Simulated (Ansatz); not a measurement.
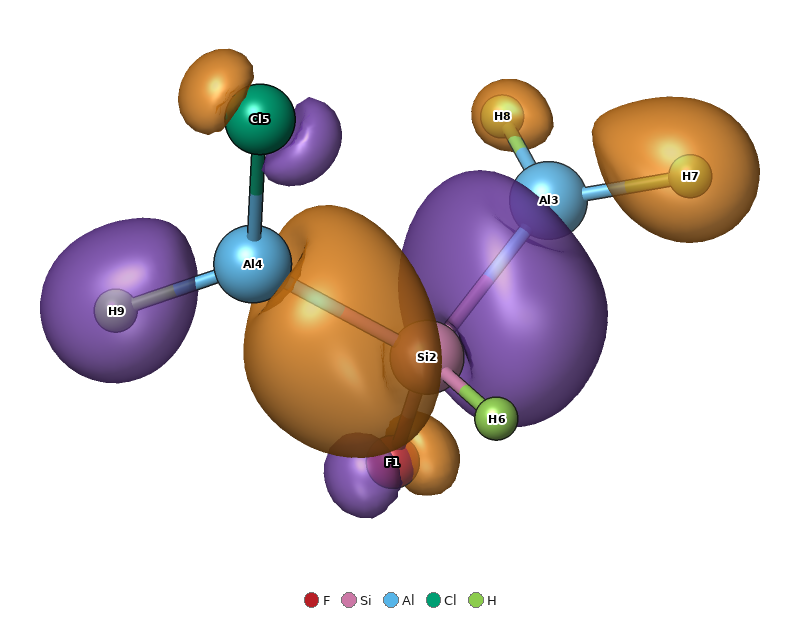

The picture shows: Al2ClFH4Si (SMILES F[SiH]([AlH2])[AlH][Cl]). The HOMO at ±0.1 Å⁻³ᐟ² (orange and purple are the two phases), seen at a tilt.

The fields and orbitals are those of the mean-field reference, not of the correlated method.

Computed with CCSD, Gaussian basis (Ansatz 0.2.0).

```yaml
atoms:
  - { symbol: F, position_ang: [-0.4155, -1.4855, 1.8743] }
  - { symbol: Si, position_ang: [-0.0787, -0.0728, 0.9600] }
  - { symbol: Al, position_ang: [1.8511, -0.4725, -0.3043] }
  - { symbol: Al, position_ang: [-1.7651, 0.4368, -0.5277] }
  - { symbol: Cl, position_ang: [-1.6582, 2.1325, -1.9261] }
  - { symbol: H, position_ang: [0.1442, 1.0851, 1.8631] }
  - { symbol: H, position_ang: [3.1983, 0.4479, -0.0722] }
  - { symbol: H, position_ang: [1.9504, -1.6379, -1.3716] }
  - { symbol: H, position_ang: [-3.1380, -0.4799, -0.5126] }
```

### Where does this orbital lie, and at what energy?

By Hirshfeld shares it lies mainly on Si2 (about 40 %), Al3 (about 20 %), Al4 (about 15 %), H9 (about 10 %) and H7 (about 5 %). Its energy is −9.96 eV.
